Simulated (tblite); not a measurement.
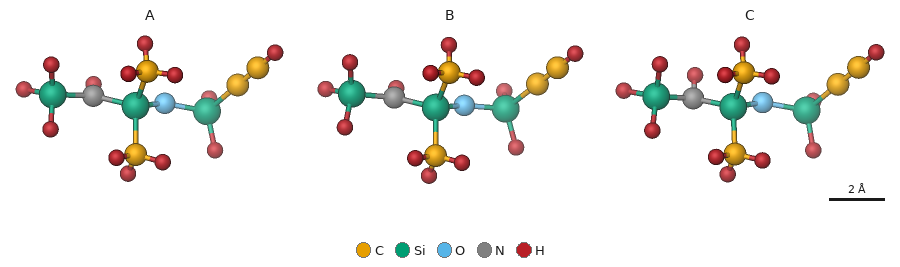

3 geometries from one relaxation of C4H13NOSi3, in shuffled order. Style: ball-and-stick. Shown at a tilt.

All numbers below come from tblite 0.8.0, GFN2-xTB geometry optimisation, gas phase. 

**Order the frames from highest to lowest energy.**

C, A, B. They are steps 0, 25, 95, at +0.430 eV, +0.027 eV relative to the last. After 95 geometry steps the energy has fallen by 0.430 eV. The largest move after the best rigid fit is that of an H atom, 0.53 Å. Largest moves by element: H 0.53 Å, C 0.23 Å, Si 0.21 Å, O 0.19 Å, N 0.17 Å. Near-neighbour distances that change, for instance: O–Si 1.665 → 1.619 Å, N–Si 1.692 → 1.734 Å, O–Si 1.677 → 1.634 Å, C–Si 1.858 → 1.899 Å. Bond angles that change, for instance: Si–N–Si 115.3° → 128.2°, Si–O–Si 138.6° → 149.2°, H–Si–H 107.8° → 115.1°.
